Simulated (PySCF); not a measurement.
Bond stretch in C2, singlet.

Computed with: UHF/cc-pVDZ (PySCF); UKS-r2SCAN = PySCF with unrestricted r2SCAN/cc-pVDZ.

Magnitude of the dipole moment (D; its direction can reverse along the curve, and a method can change to another solution) and Mulliken charge of the fragment that holds C1:

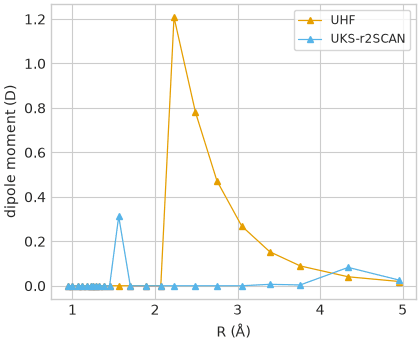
Dipole moment against bond length.

```csv
R / Å,μ UHF,q UHF,μ UKS-r2SCAN,q UKS-r2SCAN
0.94,0.00,0.00,0.00,0.00
0.99,0.00,0.00,0.00,0.00
1.07,0.00,0.00,0.00,0.00
1.12,0.00,0.00,0.00,0.00
1.18,0.00,0.00,0.00,0.00
1.22,0.00,0.00,0.00,0.00
1.25,0.00,0.00,0.00,0.00
1.28,0.00,0.00,0.00,0.00
1.32,0.00,0.00,0.00,0.00
1.38,0.00,0.00,0.00,0.00
1.45,0.00,0.00,0.00,0.00
1.56,0.00,0.00,0.31,0.00
1.70,0.00,0.00,0.00,0.00
1.89,0.00,0.00,0.00,0.00
2.07,0.00,0.00,0.00,0.00
2.23,1.21,-0.08,0.00,0.00
2.49,0.78,-0.04,0.00,0.00
2.75,0.47,-0.02,0.00,0.00
3.05,0.27,-0.01,0.00,0.00
3.39,0.15,0.00,0.01,0.00
3.76,0.09,0.00,0.00,0.00
4.34,0.04,0.00,0.08,0.00
4.96,0.02,0.00,0.03,0.00
```

The unrestricted solution behind UHF changes between 1.38 and 1.45 Å, which can leave a kink. The unrestricted determinant behind UHF is spin-contaminated at 0.94 to 4.96 Å (<S²> up to 2.1, against 0.00 for a pure singlet). The unrestricted solution behind UKS-r2SCAN changes between 1.89 and 2.07 Å, which can leave a kink. The unrestricted determinant behind UKS-r2SCAN is spin-contaminated at 0.94 to 4.96 Å (<S²> up to 2.0, against 0.00 for a pure singlet).
